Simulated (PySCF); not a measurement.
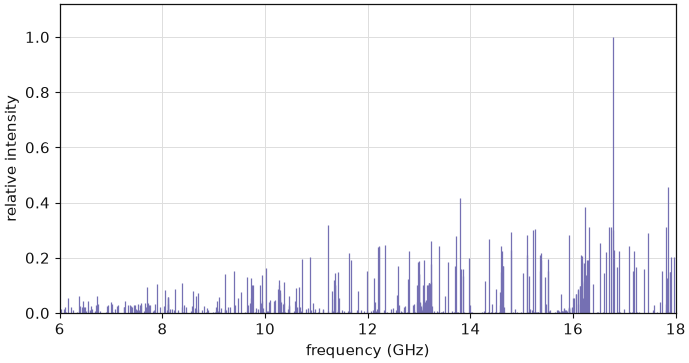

Simulated rotational absorption lines between 6 and 18 GHz at 3 K: rigid rotor with the equilibrium constants and dipole of one optimised conformer (PBE0-D3(BJ)/def2-SVP, PySCF), commonest isotopes; no centrifugal distortion, hyperfine structure, internal rotation or nuclear-spin weights; lines within 1 MHz of each other are summed.

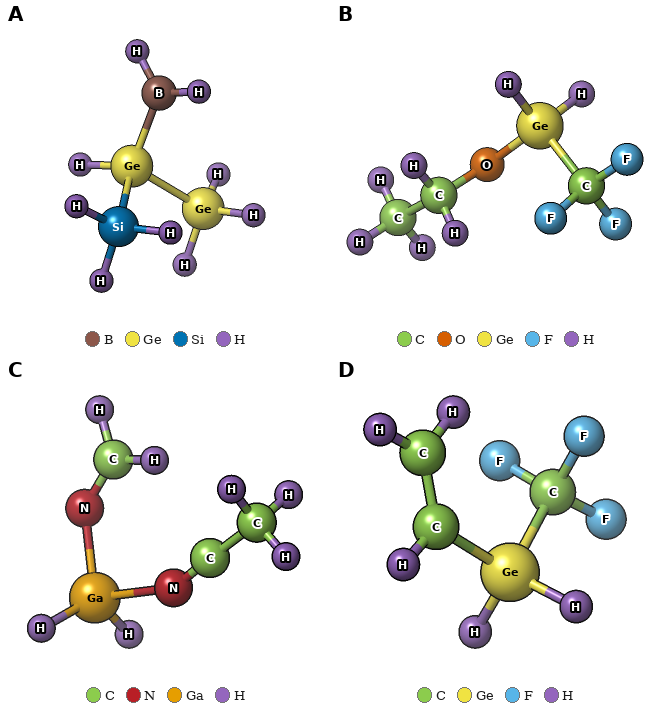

### Which molecule gives this spectrum? Choose among the lettered structures.

Structure B, C₃H₇F₃GeO, SMILES CC[O][GeH2][C](F)(F)F, singlet. Rotational constants A, B, C = 2.281, 0.8771, 0.7386 GHz, |μa|, |μb|, |μc| = 1.02, 0.94, 0.99 D.

Known limits of this run: coarse grid, loose stop and no frequency check, small forces are noise and the end may be a saddle.
